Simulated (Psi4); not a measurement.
# CH4Si (SMILES C[SiH]): MP3/def2-TZVP

Aim: the vertical singlet–triplet gap of CH4Si at MP3/def2-TZVP, from 2 runs. 

Program for the calculation: Psi4 1.11.

1 further run of the same task is left out (set aside as unsound or not needed).

### 1 The structure to begin with

CH4Si has 6 atoms, charge 0, and is taken as a singlet. SMILES: `C[SiH]`. The coordinates come from a PBE0-D4/def2-TZVP relaxation.

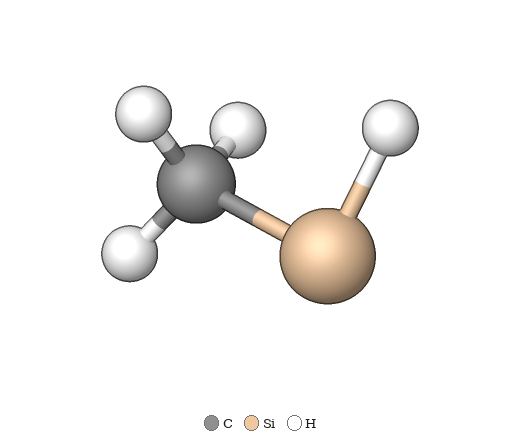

The structure, seen from a chosen angle (carbon grey, silicon light orange, hydrogen white).

### 2 The energy at MP3/def2-TZVP

The input, ch4si.xyz:

```xyz
6
CH4Si
C     -0.093500    -0.366000    -0.370300
Si     0.917300     0.209800     1.122300
H     -1.156900    -0.410100    -0.102200
H      0.215000    -1.335600    -0.763000
H     -0.024000     0.382000    -1.170800
H      0.142200     1.520000     1.284000
```

The input, run.py:

```python
import numpy as np
from ase.calculators.psi4 import Psi4
from ase.io import read

atoms = read('ch4si.xyz')
calc = Psi4(atoms=atoms, method='mp3', basis='def2-TZVP', memory='2200MB', num_threads=1, charge=0, multiplicity=1, label='psi4-calc')
calc.psi4.set_options({'puream': True, 'e_convergence': 1e-09, 'd_convergence': 1e-08, 'scf_type': 'pk', 'num_frozen_docc': 6, 'mp_type': 'conv'})
atoms.calc = calc

print(f'energy: {atoms.get_potential_energy():.6f} eV')
```

Launch:

```bash
$ python run.py
```

psi4-calc.dat:

```text
[...]
  Running in c1 symmetry.
[...]
  Nuclear repulsion =   48.603693658180966
[...]
  Multiplicity = 1
[...]
  Nalpha       = 12
  Nbeta        = 12
[...]
    Number of basis functions: 92
[...]
   @RHF iter   1:  -329.00705917325575   -6.35754e-01   4.13461e-03 ADIIS/DIIS
[...]
   @RHF iter  10:  -329.08739452345748   -2.04636e-11   8.23574e-09 DIIS
[...]
    Orbital Energies [Eh]
    ---------------------
    Doubly Occupied:
       1A    -68.783199     2A    -11.208028     3A     -6.130655
       4A     -4.233769     5A     -4.232482     6A     -4.231826
       7A     -0.946878     8A     -0.635523     9A     -0.561991
      10A     -0.553216    11A     -0.440278    12A     -0.318410
[...]
  @RHF Final Energy:  -329.08739452345748
   => Energetics <=
    Nuclear Repulsion Energy =             48.6036936581809655
    One-Electron Energy =                -550.8296684115375683
    Two-Electron Energy =                 173.1385802298991052
    Total Energy =                       -329.0873945234574762
[...]
 Multipole Moments:
 ------------------------------------------------------------------------------------
     Multipole            Electronic (a.u.)      Nuclear  (a.u.)        Total (a.u.)
 ------------------------------------------------------------------------------------
 L = 1.  Multiply by 2.5417464519 to convert [e a0] to [Debye]
 Dipole X            :          2.5028618           -2.7843295           -0.2814677
 Dipole Y            :         -0.0573046            0.0109674           -0.0463372
 Dipole Z            :          2.5953788           -2.9256978           -0.3303190
 Magnitude           :                                                    0.4364422
[...]
	SCS-MP2 Total Energy (a.u.)        :  -329.37055582747257
	SOS-MP2 Total Energy (a.u.)        :  -329.37553658042367
[...]
	SOS-PI-MP2 Total Energy (a.u.)     :  -329.39770135403643
[...]
	MP2 Total Energy (a.u.)            :  -329.36059432157043
[...]
	SCS-MP3 Total Energy (a.u.)        :  -329.37856299737712
[...]
	MP3 Total Energy (a.u.)            :  -329.39262300118867
[...]
```

On the terminal:

```text
energy: -8963.229818 eV
```

It took 9.6 s on 1 thread of Intel Xeon at 2.60GHz (Ice Lake), shared host; peak memory 0.86 GiB.

### 3 The triplet

The input, run.py:

```python
import psi4

psi4.set_memory('2200 MB')
psi4.set_num_threads(1)
psi4.core.set_output_file('ch4si.out', False)

m = psi4.geometry("""
0 3
C     -0.093500    -0.366000    -0.370300
Si     0.917300     0.209800     1.122300
H     -1.156900    -0.410100    -0.102200
H      0.215000    -1.335600    -0.763000
H     -0.024000     0.382000    -1.170800
H      0.142200     1.520000     1.284000
symmetry c1
""")

options = {'basis': 'def2-TZVP', 'reference': 'uhf', 'puream': True, 'e_convergence': 1e-09, 'd_convergence': 1e-08, 'scf_type': 'pk', 'num_frozen_docc': 6, 'maxiter': 100, 'mp_type': 'conv'}
psi4.set_options(options)

energy_value = psi4.energy('mp3', molecule=m)
print(f'total energy {energy_value:.8f} hartree = {energy_value * 27.211386:.5f} eV')
for k, v in sorted(psi4.core.scalar_variables().items()):
    print(f'{k:45s} {v:18.10f}')
```

Launch:

```bash
$ python run.py
```

ch4si.out:

```text
[...]
  Running in c1 symmetry.
[...]
  Nuclear repulsion =   48.603693658180966
[...]
  Multiplicity = 3
[...]
  Nalpha       = 13
  Nbeta        = 11
[...]
    Number of basis functions: 92
[...]
   @UHF iter   1:  -328.96535883551456   -5.94054e-01   4.27684e-03 DIIS/ADIIS
[...]
   @UHF iter  14:  -329.06372687614498   -1.07434e-11   9.17110e-09 DIIS
[...]
   @S^2 Observed:                2.004786664E+00
[...]
    Orbital Energies [Eh]
    ---------------------
    Alpha Occupied:
       1A    -68.790717     2A    -11.218289     3A     -6.140829
       4A     -4.253202     5A     -4.248259     6A     -4.240771
       7A     -0.952769     8A     -0.682319     9A     -0.570034
      10A     -0.560527    11A     -0.448315    12A     -0.402096
      13A     -0.289618
    Alpha Virtual:
      14A      0.101786    15A      0.148055    16A      0.181998
      17A      0.205985    18A      0.214672    19A      0.286283
      20A      0.297854    21A      0.298536    22A      0.314573
      23A      0.320462    24A      0.334538    25A      0.338426
[...]
  @UHF Final Energy:  -329.06372687614498
   => Energetics <=
    Nuclear Repulsion Energy =             48.6036936581809655
    One-Electron Energy =                -550.6857033334226799
    Two-Electron Energy =                 173.0182827990967098
    Total Energy =                       -329.0637268761449832
  UHF NO Occupations:
  HONO-2 :   11  A 1.9980840
  HONO-1 :   12  A 1.0000000
[...]
 Multipole Moments:
 ------------------------------------------------------------------------------------
     Multipole            Electronic (a.u.)      Nuclear  (a.u.)        Total (a.u.)
 ------------------------------------------------------------------------------------
 L = 1.  Multiply by 2.5417464519 to convert [e a0] to [Debye]
 Dipole X            :          2.8217320           -2.7843295            0.0374025
 Dipole Y            :         -0.2522874            0.0109674           -0.2413200
 Dipole Z            :          2.7838729           -2.9256978           -0.1418249
 Magnitude           :                                                    0.2823979
[...]
	SCS-MP2 Total Energy (a.u.)        :  -329.32091859866841
	SOS-MP2 Total Energy (a.u.)        :  -329.32263873068086
[...]
	SOS-PI-MP2 Total Energy (a.u.)     :  -329.34255502718361
[...]
	MP2 Total Energy (a.u.)            :  -329.31747833464362
[...]
	SCS-MP3 Total Energy (a.u.)        :  -329.32800067731779
[...]
	MP3 Total Energy (a.u.)            :  -329.34580664924107
[...]
```

Wall time 17 s (1 thread of Intel Xeon at 2.60GHz (Ice Lake), shared host); peak memory 0.86 GiB.

### 4 Summary of results

At MP3/def2-TZVP, 6 core orbitals frozen:

| quantity | value |
| --- | --- |
| singlet: total energy | -329.39262 Eh |
| singlet: HOMO energy (Hartree–Fock orbitals) | -8.66 eV |
| singlet: LUMO energy (Hartree–Fock orbitals) | 0.68 eV |
| singlet: HOMO–LUMO gap (Hartree–Fock orbitals) | 9.34 eV |
| singlet: correlation energy (6 core orbitals frozen) | -305.2 mEh |
| triplet: total energy | -329.34581 Eh |
| triplet: HOMO energy (Hartree–Fock orbitals) (highest over α and β) | -7.88 eV |
| triplet: LUMO energy (Hartree–Fock orbitals) (lowest over α and β) | 0.39 eV |
| triplet: correlation energy (6 core orbitals frozen) | -282.1 mEh |
| triplet: ⟨S²⟩ of the reference determinant | 2.005 |
| vertical energy of the triplet above the singlet | 1.274 eV |

**Reading.** At this shape the triplet lies 1.27 eV (29 kcal/mol) above the singlet.
